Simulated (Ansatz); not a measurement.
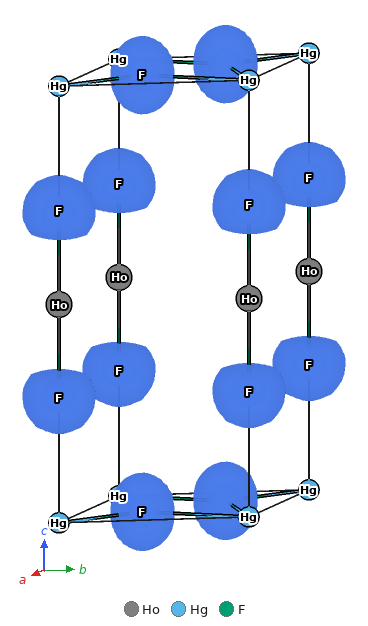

*HoHgF₄. Isosurface of the ELF at 0.75 (blue), seen slightly off an axis. Core shells and regions of very low density are left out. Sticks mark near contacts.*

Space group P6/mmm; a structure generated by program, which may or may not match a known phase; computed without spin polarisation; no Hubbard U on the f states and no spin–orbit coupling.

Method: DFT PBE, scalar-relativistic, plane waves, PAW; 4f electrons in the core of a trivalent norm-conserving potential in Ansatz.

In a pseudopotential calculation such maps are meaningful between the atoms, not at the nuclei.

The calculation's input:

```
crystal:
  lattice:
    - [4.1290413251, 0.0, 0.0]
    - [-2.0645206626, 3.5758546808, 0.0]
    - [0.0, 0.0, 9.3641714873]
  atoms:
    - { symbol: Ho, position: [0.0, 0.0, 0.5] }
    - { symbol: Hg, position: [0.0, 0.0, 0.0] }
    - { symbol: F, position: [0.0, 0.0, 0.7137368595] }
    - { symbol: F, position: [0.0, 0.0, 0.2862631405] }
    - { symbol: F, position: [0.3333333333, 0.6666666667, 0.0] }
    - { symbol: F, position: [0.6666666667, 0.3333333333, 0.0] }
basis:
  ecutwfc: 690
kpoints:
  mp_grid: { grid: [12, 12, 4] }
hamiltonian:
  xc: pbe
  pseudopotentials:
    kind: paw
    azcp: { Ho: "pseudopotentials/pbe/nc/lanthanide_3plus/Ho.nc.azcp" }
scf:
  occupations: { method: gaussian, width: 0.1 }
output:
  forces: true
  stress: true
  eigenvalues: true
  write_density: true
  write_potential: true
  elf: true
  volumetric_format: npy
relax:
  adjacent_minimum: "off"
  f_tol: 0.01
  max_steps: 80
  cell: { stress_tol: 0.05 }
```

Launched as:

```sh
ansatz run input.yaml --threads 1 --pin off --max-ram 2560MiB --backend cpu --events-out ev --progress --plain --runs-dir out
```

Below, planes, directions and counts refer to the conventional cell (a = 4.13 Å, b = 4.13 Å, c = 9.39 Å, α = 90.00°, β = 90.00°, γ = 120.00°).

The fields are those of the run's last geometry, not of the input's.

**Where are the electrons localised?**

The ELF exceeds this value in four regions wrapped around F (the valence shell of each), counted in one cell of 6 atoms. Regions shared between cells count once.

Values along the shortest contacts:
Ho–F (2.00 Å): the ELF peaks at about 0.80 in the valence shell of F, 0.5 Å from its nucleus, and drops to about 0.15 between the two atoms: no shared electron pair shows on this line. Hg–F (2.39 Å): the ELF is about 0.10 at the midpoint: no shared electron pair shows on this line.
